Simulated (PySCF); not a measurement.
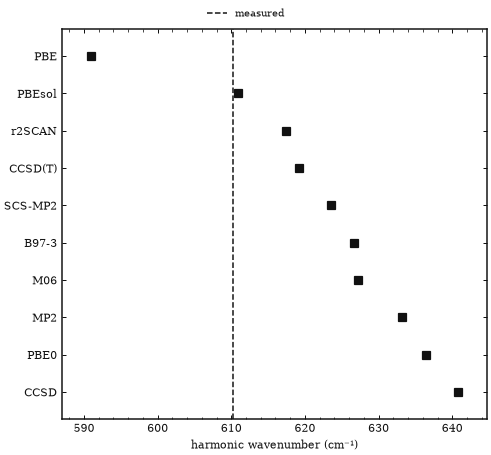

Harmonic wavenumber of IF, singlet at several levels, def2-TZVPP (ECP), PySCF 2.14.0, no spin-orbit coupling, from fits to the bond curves (references: RHF and UKS, as the method has it). The measured value is Huber and Herzberg's. Correlated wave-function values are in the same finite basis, not at its limit.

Which level comes closest to the line (measured), and which misses most?

Answer. Closest PBEsol (611 cm⁻¹), against 610 cm⁻¹; farthest CCSD (641 cm⁻¹).

What range do the values span, the line included?

Answer. From 591 cm⁻¹ (PBE) to 641 cm⁻¹ (CCSD).

Caveats: spin-orbit coupling is left out; it can lower the fragment I more than the molecule, and De with it.
